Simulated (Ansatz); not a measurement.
**SnSe (SMILES [Se][Sn]): BLYP/def2-TZVP (core potential)**

Aim: the vertical ionisation energy of SnSe at BLYP/def2-TZVP (core potential), from 2 runs. 

The calculation is run with Ansatz 0.2.0.

26 further runs of the same task are left out: 26 set aside as unsound or not needed.

## (1) The structure to begin with

The species is SnSe (2 atoms), meant as a singlet with charge 0. As SMILES, `[Se][Sn]`. The shape is that of a PBE0-D4/def2-TZVP optimisation.

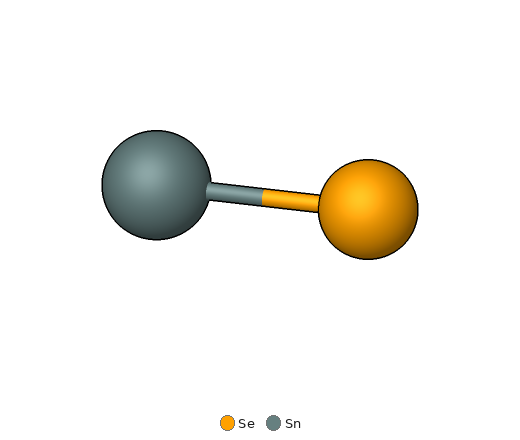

The structure, seen from a chosen angle (selenium orange, tin teal).

## (2) The energy at BLYP/def2-TZVP (core potential)

in.yaml

```yaml
crystal:
  periodic: [false, false, false]
  atoms:
    - symbol: Se
      position_ang: [0.000000, -0.000000, 0.006530]
    - symbol: Sn
      position_ang: [-0.000000, 0.000000, 2.331810]
basis:
  gaussian: {orbitals: def2-TZVP}
magnetization: {spin_polarized: false}
hamiltonian: {xc: {name: BLYP}}
accuracy: high
output: {orbitals: {seedname: orbitals}}
```

Launch:

```sh
$ ansatz run in.yaml --threads 1 --pin off --max-ram 3480MiB --events-out events.jsonl --progress --plain --runs-dir runs
```

The program printed:

```text
Warning: RAYON_NUM_THREADS=1 ignored (pool sized by the plan → 1); use --threads N
Functional definition: BLYP
  name "BLYP"
  parameter beta = 0.0042
  parameter a = 0.04918
  parameter b = 0.132
  parameter c = 0.2533
  parameter d = 0.349
  exchange = b88_x(beta = beta)
  correlation = lyp_c(a = a, b = b, c = c, d = d)
1498 factors; integrals over basis functions are off by at most 4.7e-9 eV
mean field evaluation 1: about -71179.7871 eV, gradient 2.7e1 eV
mean field evaluation 2: about -71125.7083 eV, gradient 1.1e2 eV
mean field evaluation 4: about -71182.4979 eV, gradient 4.3e0 eV
mean field evaluation 8: about -71182.5519 eV, gradient 4.1e-2 eV
mean field evaluation 16: about -71182.5519 eV, gradient 8.2e-6 eV
mean field -71182.55194556 eV, -2615.9105347327 hartree, gradient 5.7e-8 eV, S^2 0.000000; 0 other end points of the search recorded, 0 dependent functions left out
reference -71182.55198068 eV, -2615.9105360232 hartree; 28, 28 occupied and 70, 70 virtual orbitals, 1498 factors
Total energy: -71182.55198068 eV, -2615.9105360232 hartree
```

Wall time 4.8 s (1 thread of Arm Neoverse V2, shared host); peak memory 0.2 GiB.

## (3) The doublet cation

molecule.yaml

```yaml
crystal:
  periodic: [false, false, false]
  atoms:
    - {symbol: Se, position_ang: [0.000000, -0.000000, 0.006530]}
    - {symbol: Sn, position_ang: [-0.000000, 0.000000, 2.331810]}
basis:
  gaussian: {orbitals: def2-TZVP}
total_charge: 1
magnetization: {spin_polarized: true, initial_magnetization: 1}
hamiltonian: {xc: {name: BLYP}}
accuracy: high
output: {orbitals: {seedname: orbitals}}
```

Launch:

```sh
$ ansatz run molecule.yaml --threads 1 --pin off --max-ram 3480MiB --events-out events.jsonl --progress --plain --runs-dir runs
```

The program printed:

```text
Warning: RAYON_NUM_THREADS=1 ignored (pool sized by the plan → 1); use --threads N
[... 9 set-up lines as earlier in the session ...]
1498 factors; integrals over basis functions are off by at most 4.7e-9 eV
mean field evaluation 1: about -71163.5307 eV, gradient 3.7e1 eV
mean field evaluation 2: about -71064.2919 eV, gradient 1.1e2 eV
mean field evaluation 4: about -71172.8881 eV, gradient 9.0e0 eV
mean field evaluation 8: about -71173.5059 eV, gradient 1.8e0 eV
mean field evaluation 16: about -71173.5281 eV, gradient 6.4e-3 eV
mean field evaluation 32: about -71163.5307 eV, gradient 3.7e1 eV
mean field evaluation 64: about -71173.3690 eV, gradient 7.2e-1 eV
mean field -71173.52808019 eV, -2615.5789137970 hartree, gradient 9.7e-8 eV, S^2 0.752856; 6 other end points of the search recorded, 0 dependent functions left out
reference -71173.52811730 eV, -2615.5789151607 hartree; 28, 27 occupied and 70, 71 virtual orbitals, 1498 factors
Total energy: -71173.52811730 eV, -2615.5789151607 hartree
```

It took 25 s on 1 thread of Arm Neoverse V2, shared host; peak memory 0.25 GiB.

## (4) What came out

At BLYP/def2-TZVP (core potential):

| quantity | value |
| --- | --- |
| singlet SnSe: total energy | -2615.91054 Eh |
| singlet SnSe: HOMO energy | -5.96 eV |
| singlet SnSe: LUMO energy | -3.08 eV |
| singlet SnSe: HOMO–LUMO gap | 2.88 eV |
| doublet cation: total energy | -2615.57892 Eh |
| doublet cation: HOMO energy (highest over α and β) | -12.23 eV |
| doublet cation: LUMO energy (lowest over α and β) | -12.15 eV |
| doublet cation: ⟨S²⟩ | 0.753 |
| vertical ionisation energy (to the doublet cation) | 9.024 eV |

The vertical ionisation energy comes to 9.02 eV (871 kJ/mol). −ε(HOMO) before ionisation, 5.96 eV, is 3.06 eV below this ionisation energy.
